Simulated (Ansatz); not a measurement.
## Profile along the Zn–Zn line in Zn (hcp, Mg type)

Zn (hcp, Mg type)

```yaml
crystal:
  lattice:
    - [2.64671, 0.00000, 0.00000]
    - [-1.32336, 2.29212, 0.00000]
    - [0.00000, 0.00000, 4.67807]
  atoms:
    - { symbol: Zn, position: [0.33333, 0.66667, 0.75000] }
    - { symbol: Zn, position: [0.66667, 0.33333, 0.25000] }
```

Fields along a shortest Zn–Zn line of a (0001) plane (2.65 Å), from Zn to Zn, interpolated on the slice's grid (step about 0.2 Å). Computed with r2SCAN (plane waves to 500 eV, PAW, scalar-relativistic; Ansatz, a program for electronic structure). k mesh 20×20×10. Inside the PAW spheres the values are not all-electron values, and peaks at nuclei hang on which shells count as valence. The PAW data are Ansatz's earlier set. Zn was relaxed with its symmetry unable to fall.

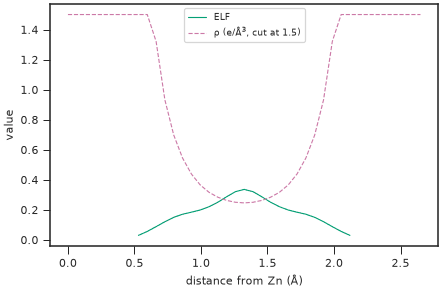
ELF (away from the nuclei) and valence density from Zn to Zn.

Density on the Zn–Zn line (2.65 Å) at its midpoint: 0.25 e/Å³. ELF at that point: 0.34.
